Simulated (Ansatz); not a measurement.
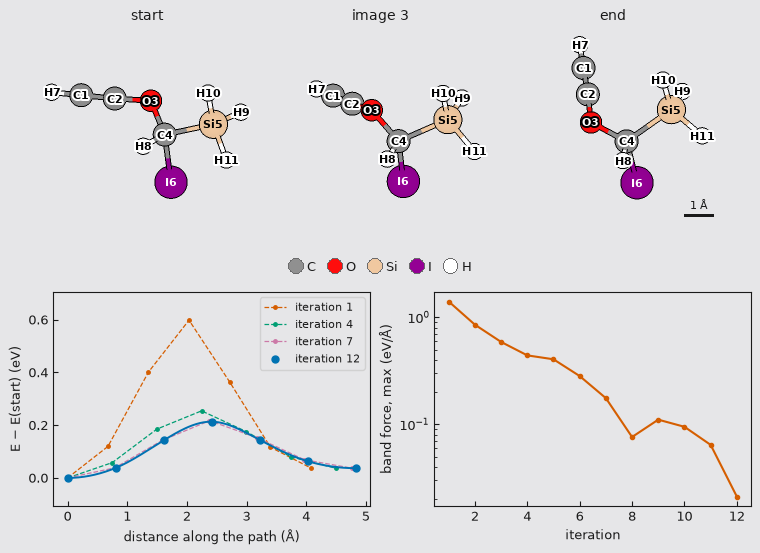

NEB run on C3H5IOSi. Images are numbered from 0 (start) to 6 (end). The plot follows the band through its iterations. A ball-and-stick model, seen from a free direction.

The calculation used RKS B3LYP/def2-SVP (Ansatz 0.2.0). Set-up: 5 movable images; climbing image; force threshold 0.05 eV/Å; iteration limit 36; starting path by image-dependent pair potential.

**How did the profile develop, and is the result final?**

The result is final at these settings. The band converged in 12 iterations. The largest component of the band force went from 1.4 to 0.021 eV/Å. The climbing image converged on the top of the path. Its vibrational analysis gives one imaginary mode (101i cm⁻¹), as a transition state must have. The first iteration put the highest image at 0.598 eV. The energy climbs by 0.213 eV to image 3 and then falls by 0.176 eV, so the end point sits at +0.037 eV.

The run took 5.4 min on 2 threads of Intel(R) Xeon(R) Platinum 8375C CPU @ 2.90GHz (Ice Lake) (shared host), peak memory 0.4 GiB.
